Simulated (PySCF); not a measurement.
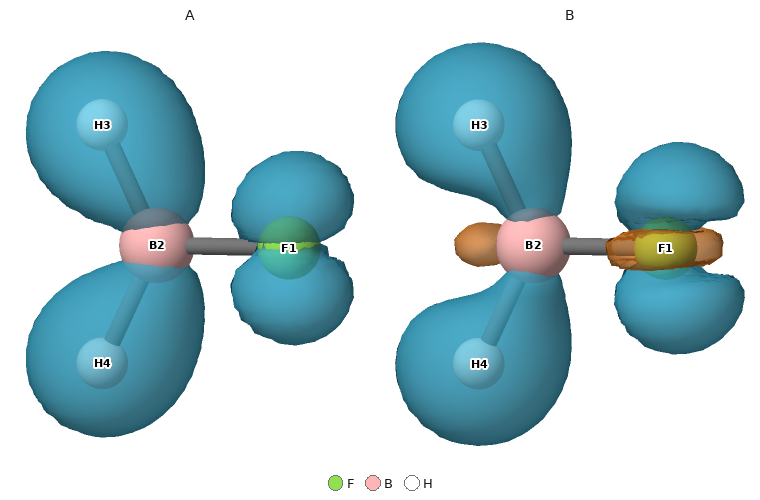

Figure. BFH₂, SMILES `FB`. The Fukui function f⁻ from two separate SCF calculations and the density of the HOMO, at ±0.05 e/Å³ (light blue positive, orange negative).

Method: ωB97X/def2-TZVP; geometry: GFN2-xTB; program: PySCF. No frequency check shows the geometry to be a minimum.

Input script:

```python
import numpy as np
from pyscf import gto, scf, dft
from pyscf.scf import atom_ks, atom_hf
from scipy.linalg import block_diag

def solve(mol, dm0=None, hcore=None):
    mf = (dft.UKS if mol.spin else dft.RKS)(mol, xc='wb97x')
    mf.grids.level = 3
    mf = mf.density_fit(auxbasis='def2-universal-jkfit')
    mf.conv_tol, mf.max_cycle = 1e-8, 80
    if hcore is not None:
        mf.get_hcore = lambda *args: hcore
    mf.kernel(dm0)
    if not mf.converged:
        mf = mf.newton().run(mf.mo_coeff, mf.mo_occ, max_cycle=30)
    assert mf.converged, 'SCF not converged'
    return mf

mol = gto.M(atom='''
F     -0.63836     0.00000     0.00000
B      0.66679     0.00000     0.00000
H      1.20562    -1.04052     0.00000
H      1.20564     1.04050     0.00000
''', basis='def2-tzvp', charge=0, spin=0, verbose=4)
mf = solve(mol)
out = dict(e0=mf.e_tot, dm0=mf.make_rdm1(), c=mf.mo_coeff, occ=mf.mo_occ, eps=mf.mo_energy)
for name, dq, spin in [('cation', 1, 1)]:
    ion = mol.copy().set(charge=mol.charge + dq, spin=spin).build()
    mi = solve(ion)
    if spin and dq > 0 and mol.nao < 130:
        c, _, stable, _ = mi.stability(return_status=True)
        if not stable:
            mi = solve(ion, mi.make_rdm1(c, mi.mo_occ))
    print(name, 'vertical energy change / eV', (mi.e_tot - mf.e_tot) * 27.211386)
    out.update({'e_' + name: mi.e_tot, 'dm_' + name: mi.make_rdm1(), 's2_' + name: mi.spin_square()[0], 'eps_' + name: mi.mo_energy, 'occ_' + name: mi.mo_occ})
# spherically averaged free atoms, for the promolecule
atm = atom_ks.get_atm_nrks(mol, xc='wb97x')
pro = block_diag(*[(atm[a[0]][2] * atm[a[0]][3]) @ atm[a[0]][2].T for a in mol._atom])
np.savez('result.npz', pro=pro, **out)
```

Command:

```sh
OMP_NUM_THREADS=1 python input.py
```

The run took 33 s on 1 thread of Arm Neoverse N1, with other jobs on the host, peak memory 0.31 GiB.

Partitions, critical points and surface values were worked out afterwards from this run's density.

Question: Which panel is which, and how good is the frozen-orbital picture?

Answer: B is f⁻ (it has negative regions), A the HOMO density. The HOMO lies on B2 (31 %), F1 (25 %) and H3 and H4 (22 % each); f⁻ (Hirshfeld-condensed) is largest on B2 (0.29), F1 (0.24) and H3 and H4 (0.23 each); the vertical ionisation energy is 12.62 eV. Relaxation shifts 3 % of the electron between atoms. The orbital energy is −11.90 eV.
